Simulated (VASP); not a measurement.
Data:

```xyz
6
Lattice="4.6277 0.0000 0.0000 0.0000 4.6277 0.0000 0.0000 0.0000 2.9604" Properties=species:S:1:pos:R:3 pbc="T T T"
Ti     0.0000     0.0000     0.0000
Ti     2.3138     2.3138     1.4802
O      1.4092     1.4092     2.9604
O      3.7230     0.9047     1.4802
O      0.9047     3.7230     1.4802
O      3.2185     3.2185     0.0000
```

These are PBE GGA with D3 dispersion (zero damping), VASP's PBE PAW potentials (set 64) (plane waves; VASP) values and carry that method's errors. Numerical set-up: 520 eV cut-off, 6×6×8 Γ-centred mesh, tetrahedra with Blöchl corrections, potentials Ti_sv O.

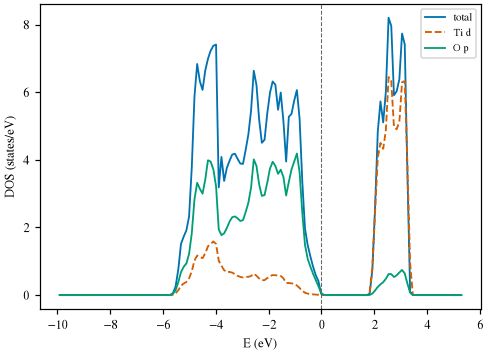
Figure. Total and projected density of states, zero at the valence-band maximum

Within 2 eV below the valence-band maximum the largest weight inside VASP's projection spheres is O p.

The gap is direct, 1.82 eV, from the valence maximum at Γ to the conduction minimum at Γ.

The compound is TiO2 in the rutile structure. It was relaxed first.
